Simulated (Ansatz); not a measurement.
# A hypothetical structure for ZnTeF6

Starting from a made-up structure for ZnTeF6, the aim is the relaxed cell, its shortest contacts and, where a second run follows, its electronic structure.

Program: Ansatz 0.2.0. Level of theory: DFT, PBE, plane-wave PAW, files of the set soft_1, scalar-relativistic, no spin, cell and ions relaxed at zero pressure; PAW set soft_1. Results are calculated unless marked as measured.

### Step 1. The starting structure

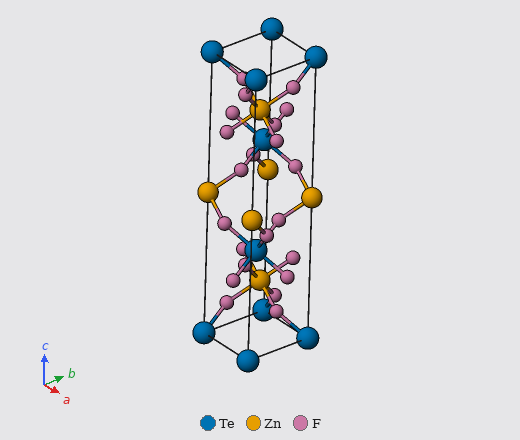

Start, viewed slightly off an axis; tellurium blue, zinc orange, fluorine pink. This picture shows the conventional cell, with its axes. Bonds to atoms that aren't drawn are left out. Some periodic images of atoms are drawn too.

### Step 2. Relaxation of the guess

The guessed cell has no reason to be at equilibrium. It is relaxed with the atoms, within the space group of the guess.

File input.yaml:

```yaml
crystal:
  lattice:
    - [2.6155, 1.510059629, 4.905666667]
    - [-2.6155, 1.510059629, 4.905666667]
    - [0.0, -3.020119258, 4.905666667]
  atoms:
    - { symbol: Te, position: [0.0, 0.0, 0.0] }
    - { symbol: Zn, position: [0.5, 0.5, 0.5] }
    - { symbol: F, position: [0.7494, 0.1306, 0.3753] }
    - { symbol: F, position: [0.6247, 0.2506, 0.8694] }
    - { symbol: F, position: [0.8694, 0.6247, 0.2506] }
    - { symbol: F, position: [0.2506, 0.8694, 0.6247] }
    - { symbol: F, position: [0.1306, 0.3753, 0.7494] }
    - { symbol: F, position: [0.3753, 0.7494, 0.1306] }
kpoints:
  mp_grid: { grid: [6, 6, 6] }
scf:
  occupations: { method: fermi_dirac, width: 0.05 }
hamiltonian:
  xc: pbe
  pseudopotentials: { kind: paw, azcp: { folder: soft_1 } }
relax:
  f_tol: 0.015
  max_steps: 70
  cell: {}
output:
  forces: true
  stress: true
```

Started as:

```console
$ ansatz run input.yaml --threads 4 --pin off --max-ram 10240MiB --backend cpu --events-out ev --progress --plain --runs-dir out
```

Numbers of over 12 decimals in the logs are rounded to 6 here.

The program printed:

```text
Engine: ansatz 0.2.0, x86_64-unknown-linux-gnu
Pseudopotentials: kind: paw
Pseudopotential: Te, paw, valence charge 16, recommended cutoff 420 eV (normal), soft_1/Te.paw.azcp
Pseudopotential: Zn, paw, valence charge 12, recommended cutoff 420 eV (normal), soft_1/Zn.paw.azcp
Pseudopotential: F, paw, valence charge 7, recommended cutoff 420 eV (normal), soft_1/F.paw.azcp
Functional definition: PBE
  parameter kappa = 0.804
  parameter beta = 0.066725
  exchange = pbe_x(kappa = kappa, mu = beta*pi^2/3)
  correlation = pbe_c(beta = beta)
Crystal: 8 atoms, lattice volume = 116.251 Å³
Basis set: ecut = 420 eV, 2261 PW (Γ), exchange–correlation on 80×80×80 points (8 copies of the dense FFT grid, shifted against one another)
Bands: 43, of which v1, the nominal top of the filled ones, is band 35 counted from 1 (34 counted from 0)
Symmetry: 6 space group operations
Space group: R-3 (ITA 148), of the structure as read, at distance tolerance 4.9e-5 Å
k-points: 40 of 216
Non-local potential: Te, projectors of the file, l = 0: 2, l = 1: 2, l = 2: 2, l = 3: 1
Non-local potential: Zn, projectors of the file, l = 0: 2, l = 1: 2, l = 2: 3, l = 3: 1
Non-local potential: F, projectors of the file, l = 0: 2, l = 1: 2, l = 2: 1
PAW form: soft (Blöchl's): semilocal exchange-correlation on the pseudo side does not see the compensation charge
PAW one-centre angular grid: Te, 590 points (default); XC on 64 Gauss nodes
PAW one-centre angular grid: Zn, 590 points (default); XC on 64 Gauss nodes
PAW one-centre angular grid: F, 110 points (default); XC on 64 Gauss nodes
Initial density: superposition of atomic densities (chi_scale 0.1, normalization cell, long waves kept (reshape's long-wave potential 0.05 eV rms))
Initial wavefunctions: pseudopotential atomic-orbital guess
Functional: x = pbe(κ = 0.804, μ = 0.219515), c = pbe(β = 0.066725)
SCF iter   1: F=—  HF=-15153.404021 eV  |F-HF|=—  |Δ(HF+E_count)|=         —  Δρ=1.21e-1  dr2=1.07e1  ethr=3.10e-3  ⟨swp⟩=8.8  Hψ=8956  notcnv=0  defer=13
preconditioner: auto → Resta (q_TF=auto, 2.507 Å⁻¹)  ε∞=3.6  [insulator: Δε(μ)=2.612 eV  Ē_g=16.393 eV  σ=0.050 eV  W_gap=1.00  n_scr=26 (ndim 8)  ℏωp=26.7 eV  f_vac=0.176  D(μ)=0.00/eV (n_scr^D=0)  ε∞_Penn≈3.6]
SCF iter   2: F=—  HF=-15149.850867 eV  |F-HF|=—  |Δ(HF+E_count)|=    3.55e0  Δρ=3.11e-2  dr2=9.56e-1  ethr=3.10e-3  ⟨swp⟩=3.0  Hψ=4542  notcnv=0  defer=157
SCF iter   3: F=—  HF=-15149.486346 eV  |F-HF|=—  |Δ(HF+E_count)|=   3.65e-1  Δρ=1.68e-2  dr2=3.27e-1  ethr=1.37e-3  ⟨swp⟩=2.0  Hψ=3110  notcnv=0  defer=157
SCF iter   4: F=—  HF=-15149.450966 eV  |F-HF|=—  |Δ(HF+E_count)|=   3.54e-2  Δρ=7.57e-3  dr2=2.60e-2  ethr=4.67e-4  ⟨swp⟩=3.0  Hψ=2806  notcnv=0  defer=157
SCF iter   5: F=—  HF=-15149.473408 eV  |F-HF|=—  |Δ(HF+E_count)|=   2.24e-2  Δρ=4.22e-3  dr2=1.45e-2  ethr=3.71e-5  ⟨swp⟩=2.4  Hψ=3136  notcnv=0  defer=153
SCF iter   6: F=—  HF=-15149.467486 eV  |F-HF|=—  |Δ(HF+E_count)|=   5.92e-3  Δρ=7.48e-4  dr2=2.94e-4  ethr=2.07e-5  ⟨swp⟩=2.0  Hψ=2772  notcnv=0  defer=153
SCF iter   7: F=—  HF=-15149.467750 eV  |F-HF|=—  |Δ(HF+E_count)|=   2.64e-4  Δρ=2.73e-4  dr2=7.18e-5  ethr=4.20e-7  ⟨swp⟩=2.7  Hψ=3204  notcnv=0  defer=153
SCF iter   8: F=—  HF=-15149.467852 eV  |F-HF|=—  |Δ(HF+E_count)|=   1.02e-4  Δρ=1.00e-4  dr2=6.35e-6  ethr=1.03e-7  ⟨swp⟩=2.0  Hψ=2586  notcnv=0  defer=153
SCF iter   9: F=—  HF=-15149.467854 eV  |F-HF|=—  |Δ(HF+E_count)|=   2.20e-6  Δρ=1.34e-5  dr2=2.11e-7  ethr=9.07e-9  ⟨swp⟩=2.0  Hψ=2500  notcnv=0  defer=153
SCF iter  10: F=-15149.467854 eV  HF=-15149.467854 eV  |F-HF|=1.03e-8  |Δ(HF+E_count)|=   2.39e-7  Δρ=2.90e-6  dr2=9.06e-9  ethr=1.43e-10  ⟨swp⟩=4.3  Hψ=5977  notcnv=0
SCF 1 converged in 10 iterations: F = -15149.467854 eV  dr2 = 9.06e-9
  greatest PAW one-centre occupation: 0.999 electrons in one spin orbital (limit 2), on the Te atom at site 0 (counted from 0), in its partial waves of l = 2
relax step   1: F+E_penalty+E_count = -15149.46785396 eV  Δ(F+E_penalty+E_count) = +0.000e0 eV  max|allowed force component| = 2.935e-1 eV/Å  Δτ_max = 0.0000 Å  P = +5.144 GPa  Ω = 116.251 Å³  (10 SCF iters, dr2 threshold 1.00e-7 eV, accepted)
Crystal: 8 atoms, lattice volume = 121.521 Å³
Basis set: ecut = 420 eV, 2363 PW (Γ), exchange–correlation on 80×80×80 points (8 copies of the dense FFT grid, shifted against one another)
Initial density: handed on by an earlier stage of this run
Initial wavefunctions: those handed on with the density
iter 1 solved again at ethr=4.81e-5 eV; its pass at ethr=3.10e-3 eV (dr2=3.37e-2 eV) is discarded
SCF iter   1: F=—  HF=-15149.560840 eV  |F-HF|=—  |Δ(HF+E_count)|=         —  Δρ=6.37e-3  dr2=3.20e-2  ethr=4.81e-5  ⟨swp⟩=3.5  Hψ=10110  notcnv=0
preconditioner: auto → Resta (q_TF=auto, 2.489 Å⁻¹)  ε∞=3.9  [insulator: Δε(μ)=3.372 eV  Ē_g=15.437 eV  σ=0.050 eV  W_gap=1.00  n_scr=26 (ndim 8)  ℏωp=26.1 eV  f_vac=0.243  D(μ)=0.00/eV (n_scr^D=0)  ε∞_Penn≈3.9]
SCF iter   2: F=—  HF=-15149.552356 eV  |F-HF|=—  |Δ(HF+E_count)|=   8.48e-3  Δρ=2.88e-3  dr2=6.60e-3  ethr=4.57e-5  ⟨swp⟩=2.0  Hψ=2835  notcnv=0
SCF iter   3: F=—  HF=-15149.550483 eV  |F-HF|=—  |Δ(HF+E_count)|=   1.87e-3  Δρ=1.23e-3  dr2=2.00e-3  ethr=9.43e-6  ⟨swp⟩=2.0  Hψ=2628  notcnv=0
SCF iter   4: F=—  HF=-15149.549918 eV  |F-HF|=—  |Δ(HF+E_count)|=   5.65e-4  Δρ=4.77e-4  dr2=1.79e-4  ethr=2.86e-6  ⟨swp⟩=2.0  Hψ=2665  notcnv=0
SCF iter   5: F=—  HF=-15149.549967 eV  |F-HF|=—  |Δ(HF+E_count)|=   4.92e-5  Δρ=9.09e-5  dr2=7.87e-6  ethr=2.56e-7  ⟨swp⟩=2.0  Hψ=2866  notcnv=0  defer=1
SCF iter   6: F=—  HF=-15149.549971 eV  |F-HF|=—  |Δ(HF+E_count)|=   3.40e-6  Δρ=4.93e-5  dr2=2.17e-6  ethr=1.12e-8  ⟨swp⟩=2.0  Hψ=2721  notcnv=0  defer=1
SCF iter   7: F=-15149.549971 eV  HF=-15149.549971 eV  |F-HF|=1.11e-7  |Δ(HF+E_count)|=   2.69e-7  Δρ=2.38e-5  dr2=4.62e-7  ethr=1.14e-9  ⟨swp⟩=5.0  Hψ=6476  notcnv=0
SCF 2 converged in 7 iterations: F = -15149.549971 eV  dr2 = 4.62e-7
relax step   2: F+E_penalty+E_count = -15149.54997123 eV  Δ(F+E_penalty+E_count) = -8.212e-2 eV  max|allowed force component| = 1.482e-1 eV/Å  Δτ_max = 0.0270 Å  P = +0.573 GPa  Ω = 121.521 Å³  energy of the carried Pulay correction = -1.297e-2 eV  (7 SCF iters, dr2 threshold 8.00e-7 eV, accepted)
Crystal: 8 atoms, lattice volume = 122.954 Å³
Basis set: ecut = 420 eV, 2375 PW (Γ), exchange–correlation on 80×80×80 points (8 copies of the dense FFT grid, shifted against one another)
iter 1 solved again at ethr=3.79e-6 eV; its pass at ethr=3.10e-3 eV (dr2=2.65e-3 eV) is discarded
SCF iter   1: F=—  HF=-15149.558466 eV  |F-HF|=—  |Δ(HF+E_count)|=         —  Δρ=2.64e-3  dr2=2.81e-3  ethr=3.79e-6  ⟨swp⟩=3.0  Hψ=10126  notcnv=0
[...]
relax step   3: F+E_penalty+E_count = -15149.55810480 eV  Δ(F+E_penalty+E_count) = -8.134e-3 eV  max|allowed force component| = 5.881e-2 eV/Å  Δτ_max = 0.0123 Å  P = +0.028 GPa  Ω = 122.954 Å³  energy of the carried Pulay correction = -1.640e-2 eV  (6 SCF iters, dr2 threshold 8.00e-7 eV, accepted)
[... from here on, the SCF cycles and remarks between the steps are left out ...]
relax step   4: F+E_penalty+E_count = -15149.55789866 eV  Δ(F+E_penalty+E_count) = +2.061e-4 eV  max|allowed force component| = 1.142e-2 eV/Å  Δτ_max = 0.0120 Å  P = -0.085 GPa  Ω = 123.747 Å³  energy of the carried Pulay correction = -1.828e-2 eV  (6 SCF iters, dr2 threshold 2.16e-7 eV, accepted)
relax step   5: F+E_penalty+E_count = -15149.55763806 eV  Δ(F+E_penalty+E_count) = +2.606e-4 eV  max|allowed force component| = 6.516e-3 eV/Å  Δτ_max = 0.0059 Å  P = -0.039 GPa  Ω = 123.945 Å³  energy of the carried Pulay correction = -1.874e-2 eV  (6 SCF iters, dr2 threshold 2.84e-8 eV, accepted)
relax step   6: F+E_penalty+E_count = -15149.59087450 eV  Δ(F+E_penalty+E_count) = -3.324e-2 eV  max|allowed force component| = 6.615e-3 eV/Å  Δτ_max = 0.0000 Å  P = +0.447 GPa  Ω = 123.945 Å³  stress off target by 5.86e-1 GPa  SCF on the basis re-selected at this cell (its energy is not comparable with the rows above)  (8 SCF iters)
relax step   7: F+E_penalty+E_count = -15149.59335816 eV  Δ(F+E_penalty+E_count) = -2.484e-3 eV  max|allowed force component| = 8.547e-3 eV/Å  Δτ_max = 0.0441 Å  P = +0.156 GPa  Ω = 126.520 Å³  energy of the carried Pulay correction = -6.645e-3 eV  (6 SCF iters, dr2 threshold 8.00e-7 eV, accepted)
relax step   8: F+E_penalty+E_count = -15149.58834815 eV  Δ(F+E_penalty+E_count) = +5.010e-3 eV  max|allowed force component| = 6.827e-3 eV/Å  Δτ_max = 0.0469 Å  P = -0.087 GPa  Ω = 129.112 Å³  energy of the carried Pulay correction = -1.457e-2 eV  (7 SCF iters, dr2 threshold 1.15e-7 eV, accepted)
relax step   9: F+E_penalty+E_count = -15149.58831575 eV  Δ(F+E_penalty+E_count) = +3.240e-5 eV  max|allowed force component| = 9.001e-3 eV/Å  Δτ_max = 0.0044 Å  P = +0.054 GPa  Ω = 129.140 Å³  energy of the carried Pulay correction = -1.467e-2 eV  (6 SCF iters, dr2 threshold 3.17e-8 eV, accepted)
relax step  10: F+E_penalty+E_count = -15149.58836492 eV  Δ(F+E_penalty+E_count) = -4.917e-5 eV  max|allowed force component| = 4.205e-4 eV/Å  Δτ_max = 0.0013 Å  P = +0.001 GPa  Ω = 129.133 Å³  energy of the carried Pulay correction = -1.464e-2 eV  (5 SCF iters, dr2 threshold 8.04e-9 eV, accepted)
relax step  11: F+E_penalty+E_count = -15149.60586025 eV  Δ(F+E_penalty+E_count) = -1.750e-2 eV  max|allowed force component| = 2.479e-4 eV/Å  Δτ_max = 0.0000 Å  P = +0.086 GPa  Ω = 129.133 Å³  stress off target by 1.63e-1 GPa  SCF on the basis re-selected at this cell (its energy is not comparable with the rows above)  (7 SCF iters)
relax step  12: F+E_penalty+E_count = -15149.60426364 eV  Δ(F+E_penalty+E_count) = +1.597e-3 eV  max|allowed force component| = 1.802e-3 eV/Å  Δτ_max = 0.0218 Å  P = +0.004 GPa  Ω = 130.282 Å³  energy of the carried Pulay correction = -2.710e-3 eV  (7 SCF iters, dr2 threshold 6.67e-8 eV, accepted)
relax step  13: F+E_penalty+E_count = -15149.60352352 eV  Δ(F+E_penalty+E_count) = +7.401e-4 eV  max|allowed force component| = 5.883e-4 eV/Å  Δτ_max = 0.0067 Å  P = -0.008 GPa  Ω = 130.600 Å³  energy of the carried Pulay correction = -3.499e-3 eV  (8 SCF iters, accepted)
iter 1 solved again at ethr=1.48e-7 eV; its pass at ethr=3.10e-3 eV (dr2=1.04e-4 eV) is discarded
SCF iter   1: F=—  HF=-15149.606099 eV  |F-HF|=—  |Δ(HF+E_count)|=         —  Δρ=1.75e-4  dr2=3.01e-6  ethr=1.48e-7  ⟨swp⟩=4.0  Hψ=14913  notcnv=0
preconditioner: auto → Resta (q_TF=auto, 2.459 Å⁻¹)  ε∞=3.7  [insulator: Δε(μ)=3.244 eV  Ē_g=15.288 eV  σ=0.050 eV  W_gap=1.00  n_scr=26 (ndim 8)  ℏωp=25.2 eV  f_vac=0.278  D(μ)=0.00/eV (n_scr^D=0)  ε∞_Penn≈3.7]
SCF iter   2: F=—  HF=-15149.606940 eV  |F-HF|=—  |Δ(HF+E_count)|=   8.41e-4  Δρ=8.98e-5  dr2=1.40e-6  ethr=4.30e-9  ⟨swp⟩=2.0  Hψ=2907  notcnv=0
SCF iter   3: F=—  HF=-15149.607217 eV  |F-HF|=—  |Δ(HF+E_count)|=   2.77e-4  Δρ=2.74e-5  dr2=8.77e-8  ethr=2.00e-9  ⟨swp⟩=2.0  Hψ=2552  notcnv=0
SCF iter   4: F=—  HF=-15149.607243 eV  |F-HF|=—  |Δ(HF+E_count)|=   2.59e-5  Δρ=2.60e-6  dr2=5.34e-9  ethr=1.25e-10  ⟨swp⟩=2.0  Hψ=2920  notcnv=0
SCF iter   5: F=—  HF=-15149.607243 eV  |F-HF|=—  |Δ(HF+E_count)|=   1.61e-8  Δρ=1.25e-6  dr2=4.39e-10  ethr=7.63e-12  ⟨swp⟩=2.0  Hψ=2638  notcnv=0
SCF iter   6: F=-15149.607243 eV  HF=-15149.607243 eV  |F-HF|=3.82e-9  |Δ(HF+E_count)|=   1.59e-9  Δρ=4.80e-7  dr2=7.32e-11  ethr=1.00e-12  ⟨swp⟩=5.0  Hψ=6801  notcnv=0
SCF 14 converged in 6 iterations: F = -15149.607243 eV  dr2 = 7.32e-11
relax step  14: F+E_penalty+E_count = -15149.60724277 eV  Δ(F+E_penalty+E_count) = -3.719e-3 eV  max|allowed force component| = 5.460e-4 eV/Å  Δτ_max = 0.0000 Å  P = +0.004 GPa  Ω = 130.600 Å³  stress off target by 3.94e-2 GPa  SCF on the basis re-selected at this cell (its energy is not comparable with the rows above)  (6 SCF iters)
basis re-selected at this cell: Δ(F+E_penalty+E_count) = -3.719e-3 eV, ΔP = +0.012 GPa vs the last step (what re-selecting the basis moved, of the pressure what is left beyond the Pulay correction that the steps carried, after the strain that the cell walked since its last selection, with what the two solves' SCF thresholds leave and, on support functions, any second-order correction that the steps lacked; it is no m [...]
SCF converged after 6 iterations
Free energy (F): -15149.607243 eV
Harris-Foulkes:  -15149.607243 eV  (|F-HF|=3.82e-9)
Internal energy: -15149.607243 eV  (E = F + TS)
E sigma→0 (E₀):  -15149.607243 eV
Fermi energy:    3.887636 eV
--- Per-component energies (eV) ---
  E_band       = -680.886467
  E_kinetic    = 1496.872495
  E_local      = -8507.532987  (includes V_loc(G=0)·N_el)
  E_nonlocal   = 1409.845219
  E_hartree    = 3449.763020
  E_xc         = -661.644331
  E_vxc        = -743.017020  (∫ρ·V_xc dr)
  E_paw        = -7789.710038  (= ΣΔE_a)
  E_vpaw       = -1236.584497  (= ΣTr[D̂ρ^β])
  E_aug_tail   = 0.003847  (compensation charges beyond the density's cutoff)
  E_ewald      = -4547.204467
  E_smearing   = -0.000000  (= −TS)
  E_closure    = 0.000000  (closes the sum)
  Σ components = -15149.607243   (vs F -15149.607243, Δ=0.00e0)
--- Forces (eV/Å), atoms counted from 1 ---
  atom   1  Te     0.00000000    -0.00000000     0.00000000
  atom   2  Zn     0.00000000    -0.00000000     0.00000000
  atom   3  F     -0.00002352     0.00054600     0.00045155
  atom   4  F      0.00046109     0.00029337    -0.00045155
  atom   5  F     -0.00048462     0.00025263    -0.00045155
  atom   6  F      0.00002352    -0.00054600    -0.00045155
  atom   7  F      0.00048462    -0.00025263     0.00045155
  atom   8  F     -0.00046109    -0.00029337     0.00045155
  max |Σ_I F_I| component: 2.28e-18 eV/Å
--- Stress (GPa, compression-positive) ---
        0.025610       0.000000      -0.000000
       -0.000000       0.025610      -0.000000
       -0.000000      -0.000000      -0.039391
  P = ⅓ Tr σ = 0.0039 GPa (0.039 kbar)
--- Relaxed structure (11 steps of the walk, 11 accepted, 3 SCFs on fresh bases) ---
  F+E_penalty+E_count = -15149.60724277 eV   max|allowed force component| = 5.460e-4 eV/Å   (the final SCF, on the basis selected at the relaxed cell)
  cell:  # Å, volume = 130.5995 Å³
    - [2.802011, 1.617742, 4.801879]
    - [-2.802011, 1.617742, 4.801879]
    - [-4.4793649004599895e-17, -3.235484, 4.801879]
  atoms:
    - { symbol: Te, position: [0, 1.269078625417709e-19, -1.4636607416166032e-19] }
    - { symbol: Zn, position: [0.500000, 0.500000, 0.500000] }
    - { symbol: F, position: [0.746975, 0.161069, 0.343831] }
    - { symbol: F, position: [0.656169, 0.253025, 0.838931] }
    - { symbol: F, position: [0.838931, 0.656169, 0.253025] }
    - { symbol: F, position: [0.253025, 0.838931, 0.656169] }
    - { symbol: F, position: [0.161069, 0.343831, 0.746975] }
    - { symbol: F, position: [0.343831, 0.746975, 0.161069] }
```

It took 53 s on 4 threads of Intel Xeon Platinum 8488C (Sapphire Rapids), shared host; peak memory 0.69 GiB; 2.9 min of CPU time.

The steps of the relaxation:

```
step  energy less that of the first step (eV)  largest force component (eV/Å)  pressure (GPa)  volume (Å³)
   1                                   0.0000                          0.2935            5.14       116.25
   2                                  -0.0821                          0.1482            0.57       121.52
   3                                  -0.0903                          0.0588            0.03       122.95
   4                                  -0.0900                          0.0114           -0.09       123.75
   5                                  -0.0898                          0.0065           -0.04       123.95
  6*                                  -0.1230                          0.0066            0.45       123.95
   7                                  -0.1255                          0.0085            0.16       126.52
   8                                  -0.1205                          0.0068           -0.09       129.11
   9                                  -0.1205                          0.0090            0.05       129.14
  10                                  -0.1205                          0.0004            0.00       129.13
 11*                                  -0.1380                          0.0002            0.09       129.13
  12                                  -0.1364                          0.0018            0.00       130.28
  13                                  -0.1357                          0.0006           -0.01       130.60
 14*                                  -0.1394                          0.0005            0.00       130.60
```

Relaxation steps marked * repeat the geometry before them on a plane-wave basis chosen anew for their cell, so energy and pressure can jump there.

The run keeps the 6 symmetry operations that it works with, so distortions that break them were not tested.

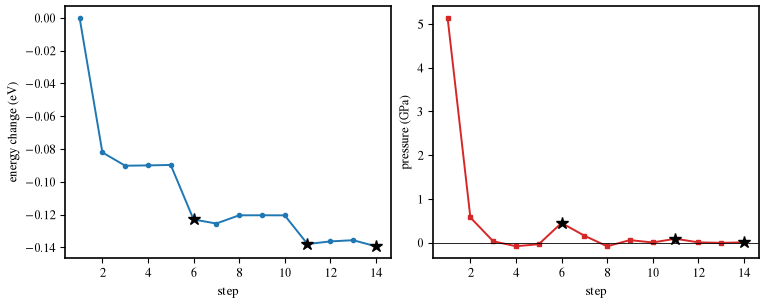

Energy and pressure along the relaxation. Stars mark steps on a basis chosen anew.

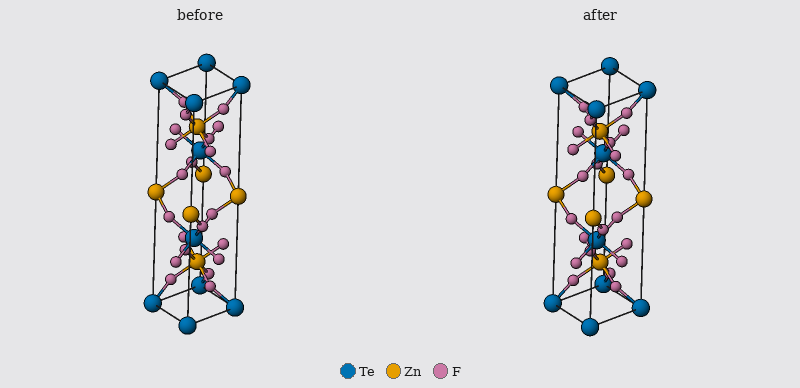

Before and after, at one scale. Bonds to atoms that aren't drawn are left out.

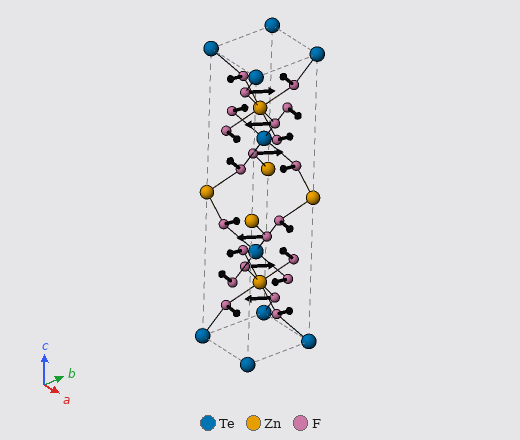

Displacements in the relaxation, exaggerated, measured against the changing cell; the longest in the cell stands for 0.17 Å. Bonds to atoms that aren't drawn are left out. Some periodic images of atoms are drawn too.

```
conventional cell, symmetrised  before   after   change
                         a (Å)   5.231   5.604   +7.1 %
                         b (Å)   5.231   5.604   +7.1 %
                         c (Å)  14.717  14.406   -2.1 %
              volume (Å³/atom)   14.53   16.32  +12.3 %
```

The atoms that moved most (Å, as changes of fractional coordinates times the final cell):

```
atom      dx      dy      dz  length
  F4   0.081   0.153   0.016   0.174
  F8  -0.081  -0.153  -0.016   0.174
  F3  -0.092   0.147  -0.016   0.174
  F7   0.174   0.006  -0.016   0.174
  F6   0.092  -0.147   0.016   0.174
  F5  -0.174  -0.006   0.016   0.174
```

Final coordinates:

```xyz
8
Lattice="2.8020 1.6177 4.8019 -2.8020 1.6177 4.8019 0.0000 -3.2355 4.8019" Properties=species:S:1:pos:R:3 pbc="T T T"
Te    0.0000    0.0000    0.0000
Zn    0.0000    0.0000    7.2028
F     1.6417    0.3565    6.0114
F     1.1296   -1.2435    8.3943
F     0.5121    1.6000    8.3943
F    -1.6417   -0.3565    8.3943
F    -0.5121   -1.6000    6.0114
F    -1.1296    1.2435    6.0114
```

Numbers from this step:

```yaml
free_energy: -15149.6072 eV
fermi_energy: 3.888 eV
gap_by_band_count: 3.244 eV
electrons: 70
symmetry_operations: 6
pressure: 0.003943 GPa
```

The shortest distance of each pair, which need not be the same contact before and after:

```
 pair  guess (Å)  relaxed (Å)
 F–Zn      2.025        2.060
 F–Te      2.071        2.098
  F–F      2.824        2.910
Te–Zn      3.891        4.029
```

The relaxation ends with a largest force component of 5.5e-4 eV/Å and a pressure of 0.00 GPa.

### Step 3. Outcome

* space group, relaxed: R-3
* conventional cell: a = 5.604, b = 5.604, c = 14.406 Å; α = 90.0°, β = 90.0°, γ = 120.0°
* volume per atom: 16.32 Å³ (guess 14.53)

What this shows: ZnTeF6 relaxes to R-3 with a = 5.604, b = 5.604 and c = 14.406 Å. The guessed volume was 11 % too small. The space group R-3 was held in the relaxation, so the end point is a stationary structure within it and may be a saddle against distortions or other arrangements. Mesh and cutoff weren't tested. Spin-orbit coupling is left out, which can matter for elements this heavy. No dispersion term is used, so weakly bound directions may come out too long. Nothing here tests whether the compound is stable against decomposition.

[Logs are printed without paths, hosts, clocks, repeated set-up lines and the standing remarks that a program may print on its own settings, such as how far it seeks lower states.]

[Hosts, paths, dates, database ids (printed as entryN), source tags and the programs' standing remarks are cut or masked in the printed files.]
